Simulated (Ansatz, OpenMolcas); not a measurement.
## How basis sets differ on AlSiNH6O (SMILES O[SiH2][NH][AlH2])

AlSiNH6O has 10 atoms, charge 0, and is taken as a singlet. As SMILES, `O[SiH2][NH][AlH2]`. Geometry: relaxed at PBE0-D4/def2-TZVP. This is one conformer, not always the lowest.

```xyz
10

O    -1.8174   -0.6938   -1.0565
Si   -0.5766    0.3739   -0.8516
N     0.6933   -0.3823    0.0096
Al    1.2333   -0.0948    1.6863
H    -2.3998   -0.5479   -1.8031
H    -1.0002    1.5438   -0.0395
H    -0.1428    0.8313   -2.2032
H     1.1594   -1.1278   -0.4930
H     0.5084    1.0306    2.5252
H     2.4254   -0.9842    2.2287
```

Each level gives the HOMO–LUMO gap (eV). The values are calculated.

```csv
level,kind,program,value (eV),CPU time
HF/ANO-R0 (sfX2C),Hartree–Fock,OpenMolcas,12.32,2.1 s
HF/ANO-RCC-MB (DKH2),Hartree–Fock,OpenMolcas,13.43,5.4 s
HF/STO-3G,Hartree–Fock,Ansatz,17.20,2.4 s
HF/3-21G,Hartree–Fock,OpenMolcas,12.88,4.3 s
HF/6-31G* (spherical functions),Hartree–Fock,OpenMolcas,12.96,12 s
HF/def2-SVP,Hartree–Fock,Ansatz,13.23,11 s
```

The values span 12.32 to 17.20 eV. A Hartree–Fock LUMO above zero doesn't converge with the basis: it sinks as sets grow more diffuse. Orbital gaps aren't excitation energies. CPU times are rough (shared hosts, several kinds of processor and program).

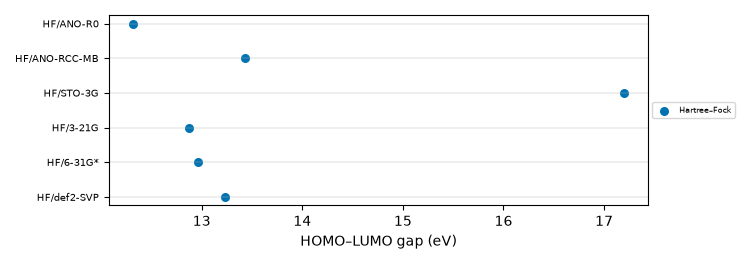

The values of the table, level by level.
